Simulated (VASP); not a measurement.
Band structure of TiO₂ (anatase). Computed with PBE GGA, VASP's PBE PAW potentials (set 64) (plane waves; VASP).

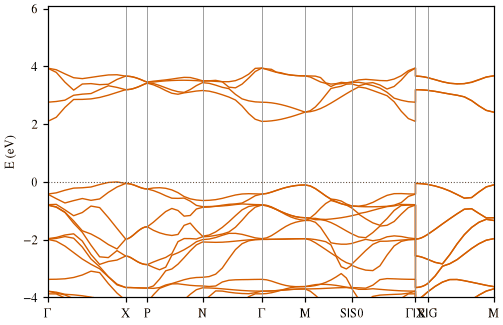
Figure. Bands along high-symmetry lines, zero at the valence-band maximum or, without a gap, the Fermi level

Problem. Read the plot: is there a gap, and where are the band edges?

Solution. The gap is indirect, 2.10 eV, from the valence maximum at Γ-X at 0.89 to the conduction minimum at Γ. (Edges off the drawn lines would not show.)

The compound is TiO2 in the anatase structure, one of several forms; rutile is the usual stable one. It was relaxed first.
